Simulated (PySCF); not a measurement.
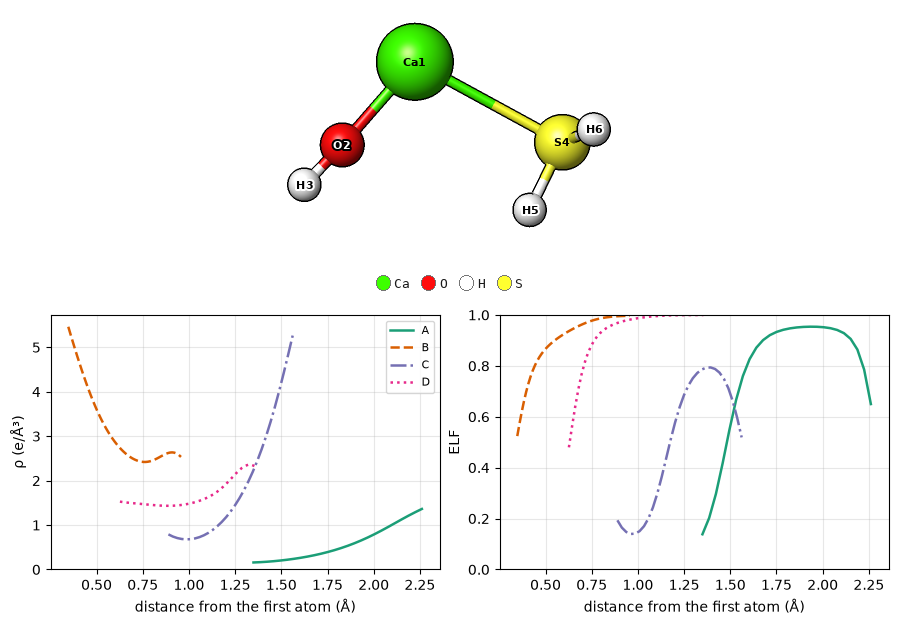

The picture shows: CaH3OS (charge +1). Total electron density and ELF along straight lines between neighbouring atoms. The curves leave out the atomic cores. The structure is drawn too.

Geometry: PBE0-D3(BJ)/def2-SVPD.

Level of theory: wB97M-D3(BJ)/def2-TZVPD, SCF density, gas phase in PySCF.

The calculation's input:

```
{"job": {"kind": "inter", "xc": "wB97M-D3(BJ)", "basis": "def2-TZVPD", "pairs": true}, "charge": 1, "multiplicity": 1, "parts": [{"atoms": "0-0", "charge": 2, "multiplicity": 1}, {"atoms": "1-2", "charge": -1, "multiplicity": 1}, {"atoms": "3-5", "charge": 0, "multiplicity": 1}]}
Ca     0.139647    -0.379956     0.156515
O      1.210188     0.030627    -1.385700
H      1.769469     0.202759    -2.142815
S     -2.313239     1.114764    -0.352100
H     -1.742483     1.796558    -1.375276
H     -2.232629     2.160663     0.504479
```

Command:

```sh
OMP_NUM_THREADS=1 python cluster_run.py task.json out
```

**Which curve belongs to which contact (Ca–O, Ca–S, O–H and S–H)? The first atom named is at distance zero.**

Curve A: Ca–S (2.92 Å): ρ is about 0.19 e/Å³ halfway; the ELF peaks at about 0.95 in the valence shell of S, 1.0 Å from its nucleus, and falls to about 0.05 next to Ca: an ionic contact with no shared pair. Curve B: O–H (0.96 Å): ρ is about 3.8 e/Å³ halfway; the ELF climbs to about 1 towards the hydrogen, as it does in any bond to H; a covalent bond by its length. Curve C: Ca–O (1.92 Å): ρ is about 0.69 e/Å³ halfway; the ELF peaks at about 0.80 in the valence shell of O, 0.5 Å from its nucleus, and drops to about 0.15 between the two atoms (an ionic contact with no shared pair). Curve D: S–H (1.35 Å): ρ at the midpoint is about 1.5 e/Å³; the ELF climbs to about 1 towards the hydrogen; an ordinary covalent bond to hydrogen.
